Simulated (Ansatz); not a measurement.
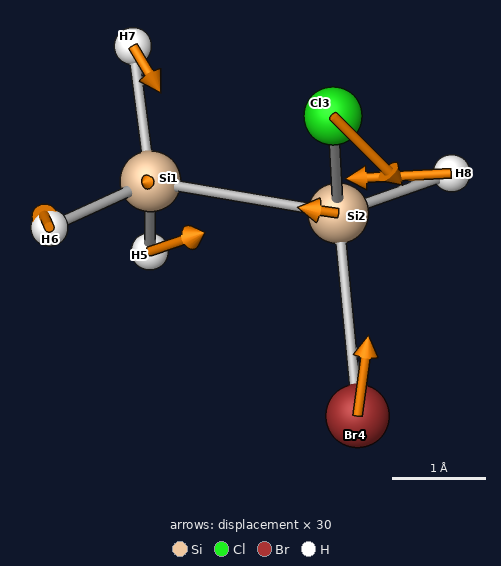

A relaxation of Si₂H₄BrCl. The starting structure is drawn; orange arrows show the displacements, magnified 30 times. The two geometries are superimposed by the best rigid fit.

A ball-and-stick model, seen at a tilt.

The start comes from PBE-D4/def2-SVP.

Theory: RKS PBE0-D4/def2-TZVP in Ansatz 0.2.0. Set-up: force threshold 0.005 eV/Å; at most 150 steps.

> What happened in the run?

After 5 geometry steps the energy has fallen by 0.66 kcal/mol. Largest force component: 0.45 eV/Å at the start, 0.003 eV/Å at the end. The largest moves after the best rigid fit, 0.040 Å, are those of Cl3 and H8. Largest moves by element: Cl 0.040 Å, H 0.039 Å, Br 0.030 Å, Si 0.016 Å. Among the contacts that change: Si2–Cl3 2.085 → 2.053 Å, Si2–Br4 2.245 → 2.220 Å, Si1–H5 1.504 → 1.486 Å, Si1–H6 1.502 → 1.484 Å. Cost: 23 s on 4 threads of Arm Neoverse V2, on a shared host.
